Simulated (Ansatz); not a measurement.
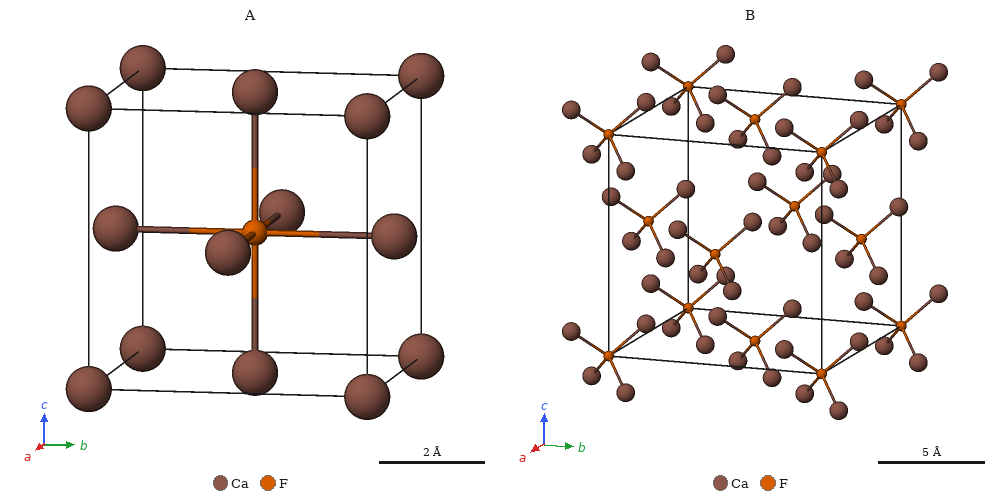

Two structures of Ca4F, each relaxed to rest (conventional cells in solid outline, small ones repeated, not to one scale). Method: DFT PBE, scalar-relativistic, plane waves, PAW in Ansatz, without spin polarisation.

### Which structures are these?

A: 5 atoms a cell on a primitive cubic lattice, Pm-3m. B: 20 atoms a cell on a face-centred cubic lattice, F-43m.

### Compare their energies: which is lower?

A is lower, by 553 meV/atom at this level of theory (energies at zero smearing). Volumes: A 31.9, B 62.0 Å³/atom.

One or both may be structure types tried for this composition rather than known phases.
